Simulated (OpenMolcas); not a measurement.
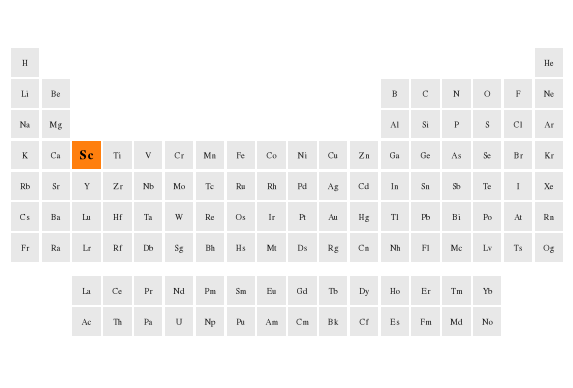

**Figure 1.** The place of scandium in the periodic table.

## Multiconfigurational calculation, with input and output: Sc

Sc. Level asked for: state-averaged MS-CASPT2, IPEA shift 0.25, imaginary shift 0.1 hartree, semicore shells correlated, active space 3 electrons in the shells 3d 4s, basis ANO-RCC-VDZP, DKH2 scalar Hamiltonian, spin-orbit coupling by RASSI with atomic mean-field integrals (OpenMolcas).

## The input
```
&GATEWAY
Coord
1

Sc 0.0 0.0 0.0
Basis=ANO-RCC-VDZP
Group=XYZ
NoMove
AngMom=0.0 0.0 0.0
AMFI
&SEWARD
&RASSCF
FileOrb=start.orb
Symmetry=1
Spin=4
nActEl=3 0 0
Inactive=3 6
Ras2=6 0
CIRoot=10 10 1
SDav=20
CIMx=300
Iter=120 100
PrWF=0.3
OrbListing=Nothing
MaxOrb=0
Atom
>>> COPY $Project.JobIph JOB001
&RASSCF
FileOrb=start.orb
Symmetry=1
Spin=2
nActEl=3 0 0
Inactive=3 6
Ras2=6 0
CIRoot=29 29 1
SDav=70
CIMx=300
Iter=120 100
PrWF=0.3
OrbListing=Nothing
MaxOrb=0
Atom
>>> COPY $Project.JobIph JOB002
&RASSI
NrOfJobIphs=2 10 29
1 2 3 4 5 6 7 8 9 10
1 2 3 4 5 6 7 8 9 10 11 12 13 14 15 16 17 18 19 20 21 22 23 24 25 26 27
28 29
IphNames
JOB001
JOB002
EJob
SpinOrbit
DIPRint=1.0
SOCoupling=1000.0
Subsets=2
MEES
Property=10
'ANGMOM' 1 'ANGMOM' 2 'ANGMOM' 3 'MLTPL  1' 1 'MLTPL  1' 2 'MLTPL  1' 3
'AMFI' 1 'AMFI' 2 'AMFI' 3 'MLTPL  2' 6
SOProperty=3
'ANGMOM' 1 'ANGMOM' 2 'ANGMOM' 3
>>> COPY JOB001 $Project.JobIph
&CASPT2
Multistate=10 1 2 3 4 5 6 7 8 9 10
Frozen=2 3
IPEA=0.25
Imaginary=0.1
MaxIter=60
WThr=0.0 0.3 0.05
PrWF=0.5
NoMix
Shift=0.2
Sig2=0.3
```

The file start.orb holds starting orbitals from an earlier step.

Command:
```bash
OMP_NUM_THREADS=1 MOLCAS_MEM=2252 MOLCAS_PROJECT=a pymolcas a.inp > a.log  # once for each step of the input, in one work folder
```

## Output (extracts)
```
|
   -----------------------------------------------------------------------------------------
++ ---------   Input file   ---------
>>> COPY JOB001 $Project.JobIph
&CASPT2
Multistate=10 1 2 3 4 5 6 7 8 9 10
Frozen=2 3
IPEA=0.25
Imaginary=0.1
MaxIter=60
WThr=0.0 0.3 0.05
PrWF=0.5
NoMix
Shift=0.2
Sig2=0.3
-- ----------------------------------
>>> COPY JOB001 a.JobIph
*** symbolic link created: INPORB -> a.RasOrb
--- Start Module: caspt2 at  ---
()()()()()()()()()()()()()()()()()()()()()()()()()()()()()()()()()()()()()()()()()()()()()()()()()()
                                              &CASPT2
                                   only a single process is used
                       available to each process: 2.3 GB of memory, 1 thread
()()()()()()()()()()()()()()()()()()()()()()()()()()()()()()()()()()()()()()()()()()()()()()()()()()
 ###    ERROR: More than one intruder-state removal technique                ###
 ###    active: SHIFt/IMAGinary/SIG1/SIG2 are mutually exclusive!            ###
--- Stop Module: caspt2 at  /rc=_RC_INPUT_ERROR_ ---
.####################.
.# User input error #.
.####################.
```

## What the run reported

- outcome: refused by the program
- hardware: 1 thread of AMD EPYC (Zen 3), 64 GiB of memory available, shared host

## What went wrong

One thing in this input was made wrong on purpose: two shifts. The program refused the input; the driver noted: CASPT2 spin 4: _RC_INPUT_ERROR_.
